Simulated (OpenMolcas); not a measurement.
Single-point calculation of C₃H₁₀Si (part 3 of 3)

The same run, continued: C₃H₁₀Si, SMILES C[SiH](C)C; CASSCF/ANO-S-VDZP (OpenMolcas 26.06). The geometry comes from this level: PBE0-D4/def2-TZVP.

Geometry of the input (Å):
```
C  -0.9568  1.0826  -1.0384
Si -0.3388  -0.0146  0.3489
C  1.2394  0.6841  1.0778
C  -0.0513  -1.7567  -0.2776
H  -1.8881  0.6972  -1.4609
H  -1.1459  2.0987  -0.6831
H  -0.2216  1.1413  -1.8459
H  -1.3795  -0.0593  1.4204
H  2.0290  0.7335  0.3228
H  1.6018  0.0635  1.9012
H  1.0818  1.6941  1.4643
H  -0.9688  -2.1840  -0.6898
H  0.7069  -1.7673  -1.0657
H  0.2919  -2.4131  0.5260
```

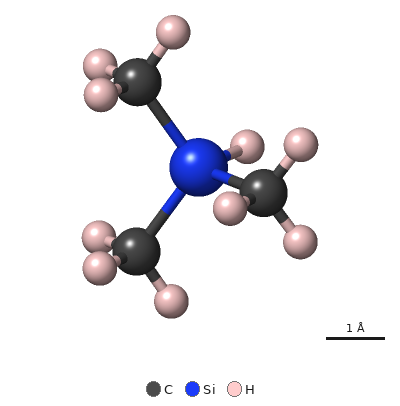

Fig. 1: The structure as given in the input (ball-and-stick view, seen at a tilt).

Output, continued:
```
               1 C1            2 SI2           3 C3            4 C4            5 H5            6 H6
    1 C1       0.000000
    2 SI2      1.873599        0.000000
    3 C3       3.075776        1.873551        0.000000
    4 C4       3.075772        1.873518        3.075796        0.000000
    5 H5       1.092867        2.486436        4.028204        3.285675        0.000000
    6 H6       1.092912        2.486458        3.285045        4.028236        1.766362        0.000000
    7 H7       1.093627        2.483342        3.300239        3.299541        1.767108        1.767215
    8 H8       2.743776        1.494378        2.743840        2.743809        3.022062        3.022622
    9 H9       3.299960        2.483307        1.093587        3.299882        4.304251        3.599388
   10 H10      4.028182        2.486295        1.092916        3.285276        4.887197        4.286082
   11 H11      3.285320        2.486338        1.092849        4.028170        4.286130        3.120525
   12 H12      3.285170        2.486382        4.028220        1.092841        3.121061        4.286365
   13 H13      3.300087        2.483252        3.299623        1.093655        3.600551        4.304092
   14 H14      4.028215        2.486353        3.285557        1.092895        4.286506        4.887283

               7 H7            8 H8            9 H9           10 H10          11 H11          12 H12
    7 H7       0.000000
    8 H8       3.667545        0.000000
    9 H9       3.151946        3.667578        0.000000
   10 H10      4.304323        3.022317        1.767129        0.000000
   11 H11      3.600259        3.022306        1.767191        1.766391        0.000000
   12 H12      3.598958        3.022576        4.303948        4.286318        4.887204        0.000000
   13 H13      3.151314        3.667564        3.151171        3.599329        4.303805        1.767176
   14 H14      4.303876        3.022235        3.599986        3.120987        4.286425        1.766358

              13 H13          14 H14
   13 H13      0.000000
   14 H14      1.767142        0.000000

                    **************************************
                    *    Valence Bond Angles / degree    *
                    **************************************
                          Atom centers                 Phi
                      5 H5       1 C1       6 H6       107.82
                      5 H5       1 C1       7 H7       107.84
                      6 H6       1 C1       7 H7       107.85
                      9 H9       3 C3      10 H10      107.84
                      9 H9       3 C3      11 H11      107.85
                     10 H10      3 C3      11 H11      107.83
                     12 H12      4 C4      13 H13      107.85
                     12 H12      4 C4      14 H14      107.83
                     13 H13      4 C4      14 H14      107.84
--

            Nuclear Potential Energy            175.33263181 au

--- Stop Module: gateway /rc=_RC_ALL_IS_WELL_ ---

--- Start Module: seward ---

                                              &SEWARD

                       available to each process: 1.9 GB of memory, 1 thread

               SEWARD will generate:
                  Multipole Moment integrals up to order  2
                  Kinetic Energy integrals
                  Nuclear Attraction integrals (point charge)
                  One-Electron Hamiltonian integrals
                  Velocity integrals
                  Orbital angular momentum around ( -0.1683  -0.0072   0.1733 )
                  Velocity quadrupole around ( -0.1683  -0.0072   0.1733 )
                  RI decomposed two-electron repulsion integrals stored Cholesky style
                   - acCD auxiliary basis
                   - CD Threshold:   1.00E-04

                   Integrals are discarded if absolute value <: 1.00E-14
                   Integral cutoff threshold is set to       <: 1.00E-16

            Nuclear Potential Energy            175.33263181 au

      Basis set specifications :
      Symmetry species         a
      Basis functions          110

--- Stop Module: seward /rc=_RC_ALL_IS_WELL_ ---
--- Module seward spent 1 second ---

>>> COPY step2.RunFile RUNFIL2

--- Start Module: expbas ---

                                              &EXPBAS

                       available to each process: 1.9 GB of memory, 1 thread

 Header on input orbitals file:
* RASSCF average (pseudo-natural) orbitals

 Information from input runfile
           Number of symmetries    1
      Number of basis functions   34

 Information from expanded basis set runfile
           Number of symmetries    1
      Number of basis functions  110
 New orbitals have been built in file EXPORB
--- Stop Module: expbas /rc=_RC_ALL_IS_WELL_ ---

--- Start Module: rasscf ---

                                              &RASSCF

                       available to each process: 1.9 GB of memory, 1 thread

      Header of the ONEINT file:
      --------------------------

      OrdInt status: non-squared

      Cartesian coordinates in angstrom:
      -----------------------------------------------------
      No.  Label        X            Y            Z
      -----------------------------------------------------
       1   C1        -0.95680000   1.08260000  -1.03840000
       2   SI2       -0.33880000  -0.01460000   0.34890000
       3   C3         1.23940000   0.68410000   1.07780000
       4   C4        -0.05130000  -1.75670000  -0.27760000
       5   H5        -1.88810000   0.69720000  -1.46090000
       6   H6        -1.14590000   2.09870000  -0.68310000
       7   H7        -0.22160000   1.14130000  -1.84590000
       8   H8        -1.37950000  -0.05930000   1.42040000
       9   H9         2.02900000   0.73350000   0.32280000
      10   H10        1.60180000   0.06350000   1.90120000
      11   H11        1.08180000   1.69410000   1.46430000
      12   H12       -0.96880000  -2.18400000  -0.68980000
      13   H13        0.70690000  -1.76730000  -1.06570000
      14   H14        0.29190000  -2.41310000   0.52600000
      -----------------------------------------------------
      Nuclear repulsion energy =  175.33263181

++    Wave function specifications:
      -----------------------------

      Number of closed shell electrons          34
      Number of electrons in active shells       8
      Max number of holes in RAS1 space          0
      Max nr of electrons in RAS3 space          0
      Number of inactive orbitals               17
      Number of active orbitals                  8
      Number of secondary orbitals              85
      Spin quantum number                      0.0
      State symmetry                             1
--

++    Orbital specifications:
      -----------------------

      Symmetry species                           1
                                                 a
      Frozen orbitals                            0
      Inactive orbitals                         17
      Active orbitals                            8
      RAS1 orbitals                              0
      RAS2 orbitals                              8
      RAS3 orbitals                              0
      Secondary orbitals                        85
      Deleted orbitals                           0
      Number of basis functions                110
--

++    CI expansion specifications:
      ----------------------------

      Number of CSFs                          1764
      Number of spin combinations             2485
      Number of determinants                  4900
      Number of root(s) required                 1
      Root chosen for geometry opt.              1
      CI root used                               1

      highest root included in the CI            1
      max. size of the explicit Hamiltonian    200
--

++    Optimization specifications:
      ----------------------------

      RASSCF algorithm: LK RI/DF
      Maximum number of macro iterations       200
      Maximum number of SX iterations          100
      Threshold for RASSCF energy            1.000E-08
      Threshold for max MO rotation          1.000E-01
      Threshold for max BLB element          1.000E-04
      Level shift parameter                  5.000E-01
      Make Quasi-Newton update
--

      The MO-coefficients are taken from the file:
      step2.ExpOrb
      Title:Basis set expanded orbital file EXPORB

      Total molecular charge    0.00

      ************************************************************************************************************************
      *                                            Wave function control section                                             *
      ************************************************************************************************************************

                                         RASSCF iterations: Energy and convergence statistics
                                         ----------------------------------------------------

          iter iter root      energy       change     param      element    value   shift minimum  type update hh:mm:ss
 Nr of preliminary CI iterations:   4
        1   1   13    1  -408.08082849    0.00E+00  -9.27E-02    9  35 1  1.82E-01*  0.00   0.00    SX    NO    0:00:00
        2   3   22    1  -408.42423814   -3.43E-01*  6.16E-02   21  51 1  5.65E-02*  0.00   0.00    SX    NO    0:00:00
        3   3   20    1  -408.46375320   -3.95E-02*  5.54E-02   21  51 1  2.00E-02*  0.00   0.00    SX    NO    0:00:00
        4   3   16    1  -408.46864241   -4.89E-03*  3.83E-02   21  51 1  9.72E-03*  0.00   0.00    SX    NO    0:00:00
        5   3   14    1  -408.46985313   -1.21E-03*  4.18E-02   21  51 1  5.05E-03*  0.00   1.64    QN   YES    0:00:00
        6   4   13    1  -408.47034728   -4.94E-04*  1.76E-02   21  51 1  1.33E-03*  0.00   1.31    QN   YES    0:00:00
        7   3   13    1  -408.47041326   -6.60E-05*  7.01E-03   14  37 1 -3.89E-04*  0.00   1.28    QN   YES    0:00:00
        8   3   13    1  -408.47042943   -1.62E-05*  4.26E-03   19  52 1 -2.10E-04*  0.00   1.33    QN   YES    0:00:00
        9   3   11    1  -408.47043531   -5.88E-06*  2.85E-03   20  49 1 -1.37E-04*  0.00   1.47    QN   YES    0:00:00
       10   3   10    1  -408.47043715   -1.84E-06* -1.14E-03   14  37 1  6.38E-05   0.00   1.36    QN   YES    0:00:00
       11   3   10    1  -408.47043760   -4.48E-07*  4.46E-04   21  51 1  3.59E-05   0.00   1.37    QN   YES    0:00:00
       12   3    9    1  -408.47043769   -9.39E-08*  1.66E-04   21  51 1  2.26E-05   0.00   1.23    QN   YES    0:00:00
       13   1    6    1  -408.47043770   -9.39E-09   5.03E-05   21  83 1  4.43E-06   0.00   1.16    QN   YES    0:00:00
      Convergence after 13 iterations
       14   2    6    1  -408.47043770   -1.58E-09   5.03E-05   21  51 1  5.47E-06   0.00   1.16    QN   YES    0:00:00

      ************************************************************************************************************************
                                                      Wave function printout:
                       occupation of active orbitals, and spin coupling of open shells (u,d: Spin up or down)
      ************************************************************************************************************************

      Note: transformation to natural orbitals
      has been made, which may change the order of the CSFs.

      printout of CI-coefficients larger than  0.05 for root  1
      energy=    -408.470438
      conf/sym  11111111     Coeff  Weight
             1  22220000   0.98372 0.96771
            26  222000ud  -0.05217 0.00272

      Natural orbitals and occupation numbers for root  1
      sym 1:   1.988490   1.982703   1.982701   1.980758   0.013217   0.013215   0.014391   0.024525

      ************************************************************************************************************************
      *                                                    Final results                                                     *
      ************************************************************************************************************************

++    Final optimization conditions:
      ------------------------------

      Average CI energy                            -408.47043770
      RASSCF energy for state  1                   -408.47043770
      Super-CI energy                                -0.00000000
      RASSCF energy change                            0.00000000
      Max change in MO coefficients               6.757E-05
      Max non-diagonal density matrix element     5.030E-05
      Maximum BLB matrix element                  5.467E-06
      (orbital pair  21,  51 in symmetry   1)
      Norm of electronic gradient            1.467E-05
--

      Final state energy(ies):
      ------------------------

::    RASSCF root number  1 Total energy:   -408.47043770
      Von Neumann Entropy (Root   1) =  0.27173

      Mulliken population analysis for root number:  1
      -----------------------------------------------

++    Molecular charges:
      ------------------

      Mulliken charges per centre
      ---------------------------

                C1      SI2     C3      C4      H5      H6      H7      H8      H9      H10     H11     H12
      Total    6.2469 13.9272  6.2469  6.2469  0.9132  0.9132  0.9168  1.1027  0.9168  0.9132  0.9132  0.9132

      N-E     -0.2469  0.0728 -0.2469 -0.2469  0.0868  0.0868  0.0832 -0.1027  0.0832  0.0868  0.0868  0.0868

                H13     H14
      Total    0.9168  0.9132

      N-E      0.0832  0.0868

      Total electronic charge=   42.000000

      Total            charge=   -0.000000
--

      Expectation values of various properties for root number:  1
      -----------------------------------------------------------

++    Molecular properties:
      ---------------------

      Charge (e):
                      =   -0.0000
      Dipole Moment (debye):
      Origin of the operator (angstrom)=   -0.0891   -0.0038    0.0917
                   X=  3.5823E-01               Y=  1.5027E-02               Z= -3.6850E-01           Total=  5.1415E-01
      Quadrupole Moment (debye*angstrom):
      Origin of the operator (angstrom)=   -0.0891   -0.0038    0.0917
                  XX= -3.6315E+01              XY= -1.4839E-02              XZ=  3.5681E-01              YY= -3.5969E+01
                  YZ=  1.5757E-02              ZZ= -3.6336E+01
      In traceless form (debye*angstrom)
                  XX= -1.6259E-01              XY= -2.2259E-02              XZ=  5.3521E-01              YY=  3.5684E-01
                  YZ=  2.3636E-02              ZZ= -1.9425E-01
--

      LoProp population analysis for root number:  1
      -----------------------------------------------

++    LoProp analysis:
      ----------------

++    Static properties:
      ------------------

      LoProp Charges per center

                   C1       SI2      C3       C4       H5       H6       H7       H8       H9       H10
      Nuclear      6.0000  14.0000   6.0000   6.0000   1.0000   1.0000   1.0000   1.0000   1.0000   1.0000
      Electronic  -6.6623 -12.9465  -6.6623  -6.6623  -0.8751  -0.8751  -0.8802  -1.1753  -0.8802  -0.8751

      Total       -0.6623   1.0535  -0.6623  -0.6623   0.1249   0.1249   0.1198  -0.1753   0.1198   0.1249

                   H11      H12      H13      H14
      Nuclear      1.0000   1.0000   1.0000   1.0000
      Electronic  -0.8751  -0.8751  -0.8802  -0.8751

      Total        0.1249   0.1249   0.1198   0.1249
--

      Natural Bond Order analysis for root number:  1

++    Natural Bond Order analysis
      ---------------------------
      Based on LoProp computed density
      -------------------------------------------------------------------------------------
      Atom A       Atom B       Bond Order
      -------------------------------------------------------------------------------------
      NBO located      0.996 non-bonded electrons on atom C1
      NBO located      1.000 non-bonded electrons on atom SI2
      NBO located      0.997 non-bonded electrons on atom SI2
      NBO located      0.999 non-bonded electrons on atom SI2
      NBO located      0.999 non-bonded electrons on atom SI2
      NBO located      0.999 non-bonded electrons on atom SI2
      NBO located      0.996 non-bonded electrons on atom C3
      NBO located      0.996 non-bonded electrons on atom C4
      The remaining   18.056 electrons are to be considered as diffuse
--

--

      Average orbitals are written to the RASORB file
      Natural orbitals for root   1 are written to the RASORB.1 file
      Spin density orbitals for root   1 are written to the SPDORB.1 file

--- Stop Module: rasscf /rc=_RC_ALL_IS_WELL_ ---
--- Module rasscf spent 5 seconds ---

.##################.
.# Happy landing! #.
.##################.

    Timing: Wall=11.05 User=9.92 System=0.90
```

Key numbers:

```tsv
quantity	value
outcome	converged
total energy	−408.470438 hartree
CASSCF energy	−408.470438 hartree
basis functions	110
hardware	1 thread of Intel Xeon (Sapphire Rapids), 16 GiB of memory available, shared host
wall time	11 s
peak memory	0.37 GiB
```

Remarks:

The record of the run, not the program, notes: an active orbital turned away from the chosen space.
